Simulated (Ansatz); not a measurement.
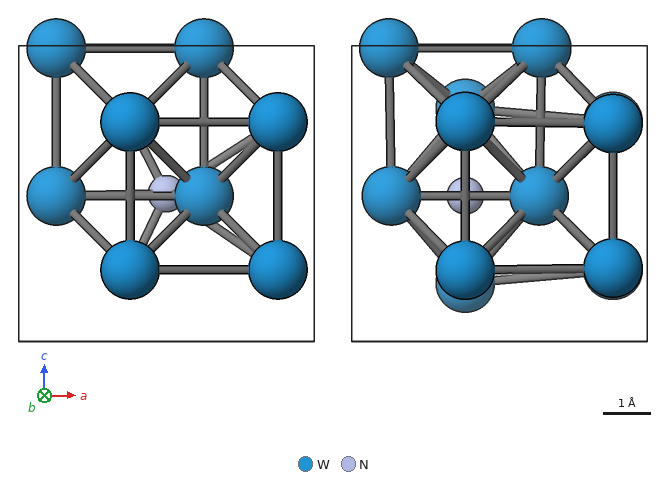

Two geometries of a defect cell of composition W$_{16}$N, drawn at one scale. One is the start of a relaxation, the other its converged end. A ball-and-stick model of the cell of the calculation (origin shifted), seen along the b axis.

All numbers below come from DFT PBE-D3(BJ), scalar-relativistic, plane waves, PAW in Ansatz 0.2.0. (plane-wave cutoff 420 eV; k-point mesh 3 × 3 × 3; occupations fermi dirac; smearing width 0.1 eV; no spin polarisation; atoms relaxed in a fixed cell; force threshold 0.03 eV/Å; at most 60 steps)

### Which one is relaxed?

The right one is the relaxed one. It is an interstitial N in bcc W. The run prepares an end point of a later path (interstitial hop) calculation, from a guessed geometry. After 16 accepted moves (17 points after the start) the energy has fallen by 3.378 eV per cell of the calculation. The largest force component goes from 10 to 0.017 eV/Å. 1 step only repeated the SCF at the same geometry. The forces were under the threshold at step 4, but the run went on from there. The largest move is that of the N atom, 0.73 Å along −a. Largest moves by element: N 0.73 Å, W 0.29 Å. The cell doesn't change. Near-neighbour distances that change, for instance: N–W 2.832 → 3.537 Å, N–W 2.886 → 3.538 Å, N–W 2.837 → 2.233 Å, W–W 3.160 → 3.733 Å. Bond angles that change, for instance: W–N–W 127.5° → 180.0°, W–N–W 126.1° → 90.0°, W–N–W 150.6° → 180.0°.

Limits of the set-up: the cell has an odd number of electrons but was run without spin polarisation; the periodic images lie only 6.3 Å apart, so the values are limited by the cell's size.
